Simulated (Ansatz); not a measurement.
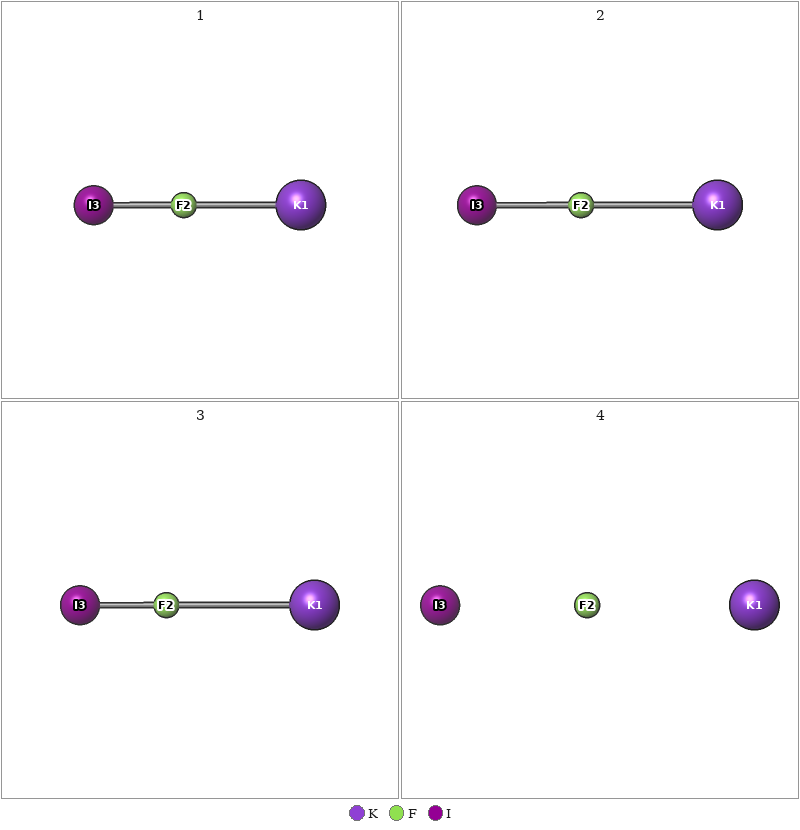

The system K⁺ + FI. First axis: distance K1–F2. Second axis: distance F2–I3. Nothing is relaxed (the angle K1–F2–I3 is fixed at 180 degrees). The scan uses a 16 × 16 grid. Points are written as (first, second). Energies are in kJ/mol, from the lowest grid point. The reference is spin-restricted, so regions where a bond is pulled apart into radicals lie too high. Computed with RKS PBE0-D4/def2-TZVPD (Ansatz 0.2.0).

The numbered pictures are structures from this grid.

Q: Which is the most stable, and how do the others follow?

A: 2, at (2.590 Å, 1.976 Å): 0 kJ/mol; 1, at (2.221 Å, 1.709 Å): 109 kJ/mol; 3, at (2.811 Å, 1.639 Å): 167 kJ/mol; 4, at (3.173 Å, 2.789 Å): 241 kJ/mol.

The map, with the structures marked:

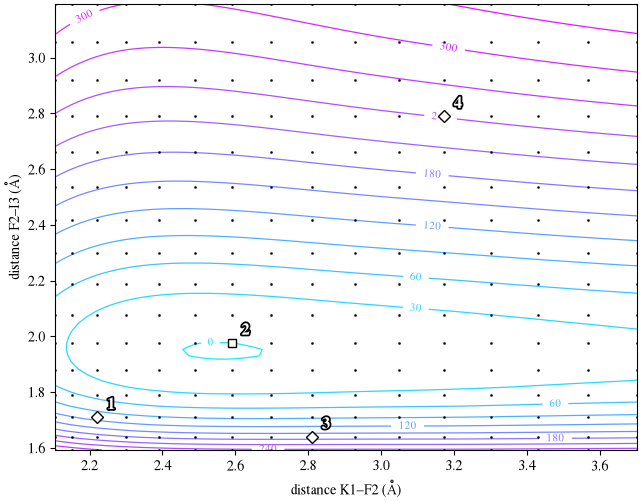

In the figure: contour lines labelled in kJ/mol, dots at the grid points. Between grid points the surface is interpolated.
